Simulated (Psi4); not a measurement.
# HF/3-21G run of CH5BClNO (SMILES NB(Cl)CO)

What is the vertical ionisation energy of CH5BClNO at HF/3-21G? 

The results are computed with Psi4 1.11.

1 further run of the same task is left out (set aside as unsound or not needed).

### Step 1. Starting point

The species is CH5BClNO (10 atoms), meant as a singlet with charge 0. As SMILES, `NB(Cl)CO`. The coordinates come from a PBE0-D4/def2-TZVP relaxation. This is a higher conformer, about 10 kJ/mol above the lowest found by a separate search.

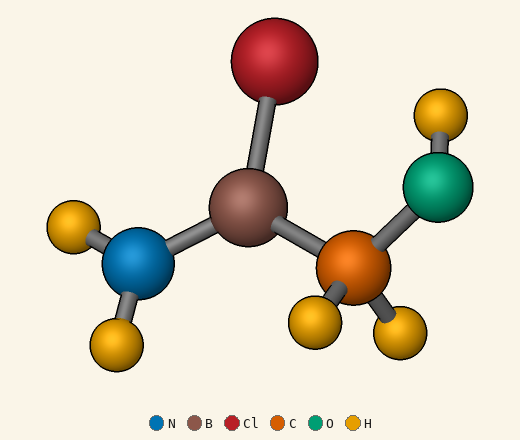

Viewed from a chosen angle; nitrogen blue, boron brown, chlorine red, carbon orange, oxygen teal, hydrogen amber.

### Step 2. Energy and forces at HF/3-21G

File calc.in:

```
memory 1600 MB

molecule geom {
  0 1
  N
  B 1 r2
  Cl 2 r3 1 a3
  C 2 r4 1 a4 3 d4
  O 4 r5 2 a5 1 d5
  H 1 r6 2 a6 4 d6
  H 1 r7 6 a7 2 d7
  H 4 r8 5 a8 2 d8
  H 4 r9 8 a9 5 d9
  H 5 r10 4 a10 8 d10

  r2 = 1.385665
  r3 = 1.783613
  a3 = 118.29046
  r4 = 1.576909
  a4 = 123.50394
  d4 = -177.6581
  r5 = 1.41274
  a5 = 115.9592
  d5 = -157.33717
  r6 = 1.005495
  a6 = 123.15892
  d6 = -175.82414
  r7 = 1.005656
  a7 = 114.41853
  d7 = -179.69227
  r8 = 1.096316
  a8 = 107.29721
  d8 = -123.13013
  r9 = 1.104752
  a9 = 105.50089
  d9 = 117.73816
  r10 = 0.962413
  a10 = 107.75112
  d10 = -150.74329
  symmetry c1
}

set puream true
set e_convergence 1e-09
set d_convergence 1e-08
set scf_type pk

energy_value, wavefunction = gradient("scf/3-21G", return_wfn=True)
oeprop(wavefunction, "LOWDIN_CHARGES", "DIPOLE", "MAYER_INDICES")
print_variables()
```

Run with:

```console
$ psi4 -n 1 calc.in calc.out
```

calc.out:

```text
[...]
  Running in c1 symmetry.
[...]
  Nuclear repulsion =  209.056374174492902
[...]
  Multiplicity = 1
[...]
  Nalpha       = 24
  Nbeta        = 24
[...]
    Number of basis functions: 59
[...]
   @RHF iter   1:  -650.98211133359166   -6.95446e-01   7.36442e-03 ADIIS/DIIS
[...]
   @RHF iter  12:  -651.07776640183420   -1.36424e-12   3.91979e-09 DIIS
[...]
    Orbital Energies [Eh]
    ---------------------
    Doubly Occupied:
       1A   -104.094562     2A    -20.434396     3A    -15.509337
       4A    -11.206506     5A    -10.490960     6A     -7.954043
       7A     -7.950558     8A     -7.950465     9A     -7.630729
      10A     -1.348801    11A     -1.198527    12A     -1.106453
      13A     -0.930020    14A     -0.732222    15A     -0.714955
      16A     -0.666522    17A     -0.619503    18A     -0.597599
      19A     -0.534317    20A     -0.506603    21A     -0.470835
      22A     -0.454235    23A     -0.441290    24A     -0.419910
[...]
  @RHF Final Energy:  -651.07776640183420
   => Energetics <=
    Nuclear Repulsion Energy =            209.0563741744929018
    One-Electron Energy =               -1312.3415838961914233
    Two-Electron Energy =                 452.2074433198643533
    Total Energy =                       -651.0777664018341966
[...]
  -Total Gradient:
     Atom            X                  Y                   Z
    ------   -----------------  -----------------  -----------------
       1        0.001244895979    -0.000226261288     0.010459194255
       2       -0.002738912648    -0.018448588729     0.008865285140
       3        0.000579930827     0.022333637439    -0.011393324543
       4        0.012486826904    -0.017083948889     0.024271900858
       5       -0.007043467109     0.005526154480    -0.015153849064
       6       -0.000576045763    -0.003227371705    -0.001908975820
       7        0.000118490940     0.003152068362    -0.002335470219
       8        0.003726949468     0.005227817391    -0.002747152375
       9       -0.006093470683     0.001556333933     0.000291617415
      10       -0.001705197914     0.001190159021    -0.010349225648
[...]
 Multipole Moments:
 ------------------------------------------------------------------------------------
     Multipole            Electronic (a.u.)      Nuclear  (a.u.)        Total (a.u.)
 ------------------------------------------------------------------------------------
 L = 1.  Multiply by 2.5417464519 to convert [e a0] to [Debye]
 Dipole X            :          0.1089731           -0.4362008           -0.3272277
 Dipole Y            :         -5.5286833            5.7367811            0.2080979
 Dipole Z            :          0.9229465           -2.5675695           -1.6446230
 Magnitude           :                                                    1.6897241
[...]
```

Run time: 3.6 s. Hardware: 1 thread of Intel Xeon Platinum 8259CL at 2.50GHz (Skylake/Cascade Lake), shared host; peak memory 0.2 GiB.

### Step 3. The doublet cation, same level

File input.dat:

```
memory 1600 mb

molecule molecule1 {
  1 2
  N     -1.481300     0.770100     0.263800
  B     -0.131200     0.458300     0.272600
  Cl     0.978400     1.531400     1.166200
  C      0.484800    -0.764800    -0.509200
  O      1.724500    -1.243900    -0.030200
  H     -1.860400     1.585400     0.713900
  H     -2.164100     0.196600    -0.201200
  H     -0.217400    -1.606600    -0.495200
  H      0.570000    -0.469000    -1.570200
  H      2.179800    -0.508700     0.392200
  symmetry c1
  no_reorient
  no_com
}

set globals {
  reference     uhf
  puream        true
  e_convergence 1e-09
  d_convergence 1e-08
  scf_type      pk
  maxiter       100
}

e_tot, wfn = gradient('hf/3-21G', return_wfn=True)
oeprop(wfn, 'DIPOLE', 'MULLIKEN_CHARGES', 'WIBERG_LOWDIN_INDICES', title='HF')
print_variables()
```

Run with:

```console
$ psi4 input.dat output.dat -n 1
```

output.dat:

```text
[...]
  Running in c1 symmetry.
[...]
  Nuclear repulsion =  209.056385076964602
[...]
  Multiplicity = 2
[...]
  Nalpha       = 24
  Nbeta        = 23
[...]
    Number of basis functions: 59
[...]
   @UHF iter   1:  -650.61594810569113   -3.29282e-01   6.47243e-03 ADIIS/DIIS
[...]
   @UHF iter  22:  -650.74644450780818   -2.72848e-12   7.17811e-09 DIIS
[...]
   @S^2 Observed:                7.588626272E-01
[...]
    Orbital Energies [Eh]
    ---------------------
    Alpha Occupied:
       1A   -104.276500     2A    -20.951890     3A    -15.684398
       4A    -11.485448     5A    -10.672683     6A     -8.135326
       7A     -8.132067     8A     -8.131657     9A     -7.837948
      10A     -1.833545    11A     -1.371982    12A     -1.289819
      13A     -1.247097    14A     -1.075208    15A     -1.064206
      16A     -0.978148    17A     -0.899400    18A     -0.876852
      19A     -0.821630    20A     -0.797821    21A     -0.701667
      22A     -0.677638    23A     -0.641872    24A     -0.607500
    Alpha Virtual:
      25A     -0.043586    26A     -0.005840    27A      0.050689
[...]
  @UHF Final Energy:  -650.74644450780818
   => Energetics <=
    Nuclear Repulsion Energy =            209.0563850769646024
    One-Electron Energy =               -1300.5427351700195686
    Two-Electron Energy =                 440.7399055852469019
    Total Energy =                       -650.7464445078081781
  UHF NO Occupations:
  HONO-2 :   22  A 1.9985859
  HONO-1 :   23  A 1.9982743
[...]
  -Total Gradient:
     Atom            X                  Y                   Z
    ------   -----------------  -----------------  -----------------
       1       -0.011354267516     0.016004946575     0.009777369239
       2        0.026131236626    -0.022415173858    -0.011594035647
       3       -0.017887345647    -0.004132028805    -0.006499869358
       4        0.075850558973     0.007949540584     0.027875373297
       5       -0.012588430208     0.023189887430     0.006026202545
       6       -0.001354144903     0.000502991389    -0.000132935168
       7        0.002746161234    -0.003027048299    -0.001569011693
       8       -0.013045456153    -0.000262093748     0.002807126895
       9       -0.012991435098     0.005521038923    -0.004349273652
      10       -0.035506877313    -0.023332060200    -0.022340946458
[...]
 Multipole Moments:
 ------------------------------------------------------------------------------------
     Multipole            Electronic (a.u.)      Nuclear  (a.u.)        Total (a.u.)
 ------------------------------------------------------------------------------------
 L = 1.  Multiply by 2.5417464519 to convert [e a0] to [Debye]
 Dipole X            :        -38.8222022           39.3448538            0.5226516
 Dipole Y            :        -35.6872937           34.7212609           -0.9660328
 Dipole Z            :        -35.7250287           35.1067650           -0.6182636
 Magnitude           :                                                    1.2604102
[...]
  Mulliken Charges: (a.u.)
   Center  Symbol    Alpha    Beta     Spin     Total
       1     N     3.95100  3.95477 -0.00378 -0.90577
       2     B     2.07928  2.05355  0.02573  0.86717
       3    CL     8.60193  8.60524 -0.00332 -0.20717
       4     C     3.22906  3.35851 -0.12945 -0.58757
       5     O     4.61700  3.58789  1.02911 -0.20489
       6     H     0.29621  0.29530  0.00091  0.40849
       7     H     0.31409  0.31384  0.00025  0.37208
       8     H     0.33830  0.31183  0.02647  0.34987
       9     H     0.36323  0.26107  0.10216  0.37570
      10     H     0.20991  0.25800 -0.04809  0.53209
[...]
```

It took 3.9 s on 1 thread of Intel Xeon Platinum 8259CL at 2.50GHz (Skylake/Cascade Lake), shared host; peak memory 0.2 GiB.

### Step 4. What came out

At HF/3-21G:

| quantity | value |
| --- | --- |
| singlet CH5BClNO: total energy | -651.07777 Eh |
| singlet CH5BClNO: dipole moment | 4.29 D |
| singlet CH5BClNO: HOMO energy | -11.43 eV |
| singlet CH5BClNO: LUMO energy | 4.50 eV |
| singlet CH5BClNO: HOMO–LUMO gap | 15.93 eV |
| singlet CH5BClNO: largest force on an atom | 1.656 eV/Å |
| doublet cation: total energy | -650.74644 Eh |
| doublet cation: HOMO energy (highest over α and β) | -16.53 eV |
| doublet cation: LUMO energy (lowest over α and β) | -6.43 eV |
| doublet cation: ⟨S²⟩ | 0.759 |
| doublet cation: largest force on an atom | 4.176 eV/Å |
| vertical ionisation energy (to the doublet cation) | 9.016 eV |

**Reading.** Removing an electron at fixed nuclei costs 9.02 eV (870 kJ/mol). The largest force (singlet CH5BClNO) is 1.66 eV/Å: the shape isn't a stationary point for this species at this level. The negative HOMO energy of the first species, 11.43 eV, lies 2.41 eV above that difference. Mulliken charges (doublet cation) run from -0.91 on N1 to +0.87 on B2; they depend strongly on the basis.
